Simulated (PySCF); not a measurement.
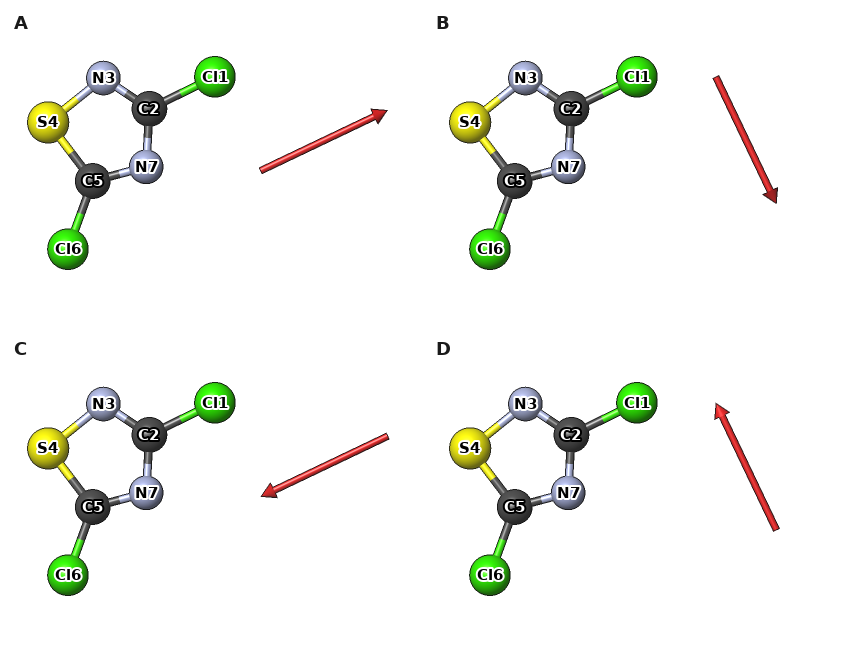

The same molecule four times, each with an arrow. Computed geometry: PBE0-D3(BJ)/def2-SVP optimisation. No frequency run is at hand to confirm it as a minimum. Level of theory: CAM-B3LYP/def2-SVPD in acetonitrile (IEF-PCM) (PySCF 2.14.0).

> Which arrow points along the dipole moment, from the negative to the positive end?

C. The dipole moment is 2.92 D; it points from the side of Cl1 to the side of Cl6 (the outermost atoms at the two ends).
